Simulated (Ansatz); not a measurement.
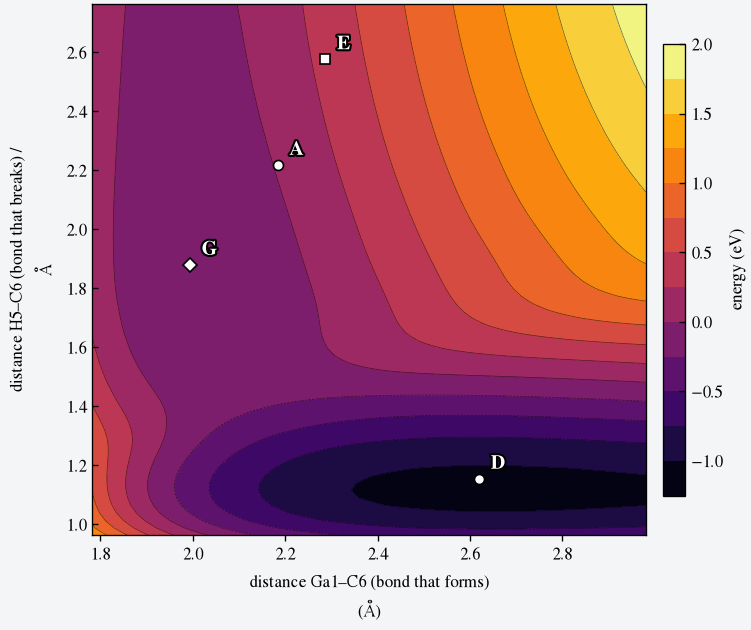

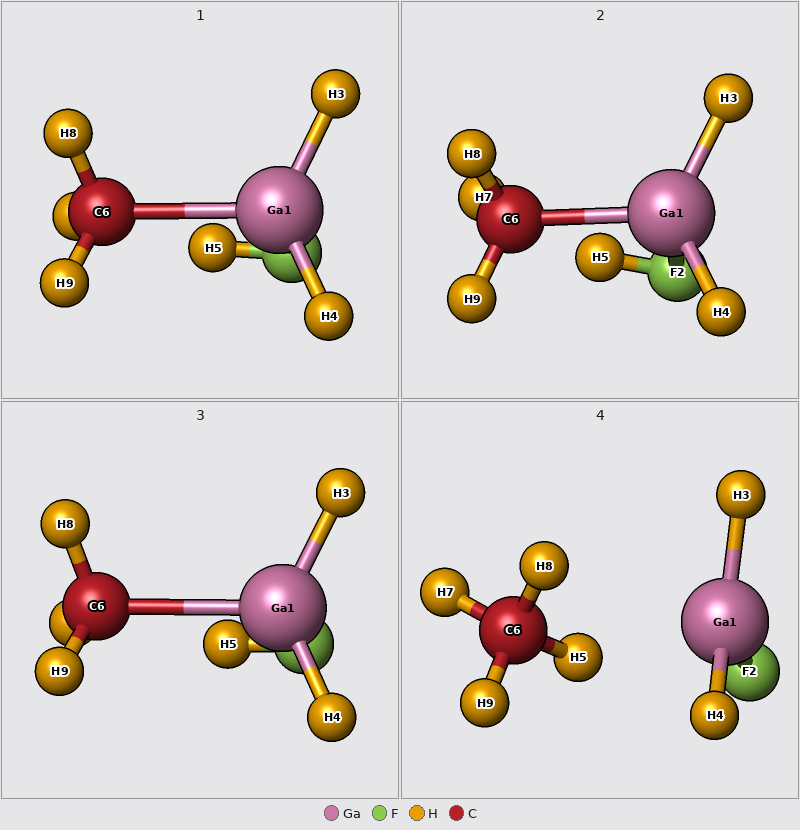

The reacting system CH₆FGa (fragments FGaH₂ + CH₄ where the first distance is long, CH₆FGa where the second is long). Coordinates scanned: (1) distance Ga1–C6 (bond that forms); (2) distance H5–C6 (bond that breaks). Relaxed at each point: all other coordinates. Grid: 13 × 13 points. Points are written as (first, second). Energies: eV, counted from a guessed transition structure relaxed with its forming and breaking bonds held. The reference is spin-restricted, so regions where a bond is pulled apart into radicals lie too high. Level of theory: RKS SPW92 (LDA)/def2-SVP in Ansatz 0.2.0.

Drawn: filled contours, lettered points. Between grid points the surface is interpolated. The numbered pictures are the structures at these points, in random order.

### Which structure belongs to which point?

A is structure 1: (2.184 Å, 2.219 Å), 0.016 eV; D is structure 4: (2.620 Å, 1.155 Å), −1.07 eV; E is structure 3: (2.287 Å, 2.577 Å), 0.31 eV; G is structure 2: (1.994 Å, 1.881 Å), −0.22 eV.
